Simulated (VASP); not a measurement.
Band structure of IrRh₃ (ordered alloy cell). These are PBEsol GGA, VASP's PBE PAW potentials (set 64) (plane waves; VASP 6.6.1) values and carry that method's errors.

Unless said otherwise, spin-orbit coupling is left out, though it shifts the bands of the heavy elements here.

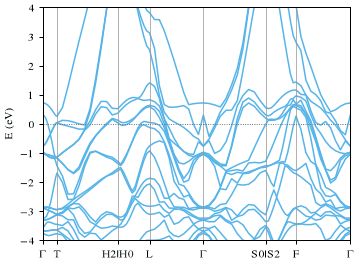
Bands along high-symmetry lines, zero at the valence-band maximum or, without a gap, the Fermi level

Q: Read the plot: is there a gap, and where are the band edges?

A: It has no gap at this level: it comes out as a metal or semimetal. (Edges off the drawn lines would not show.)

The structure was generated: IrRh3 was put into an ordered model structure (R-3m), which need not be its known phase. It was relaxed first.
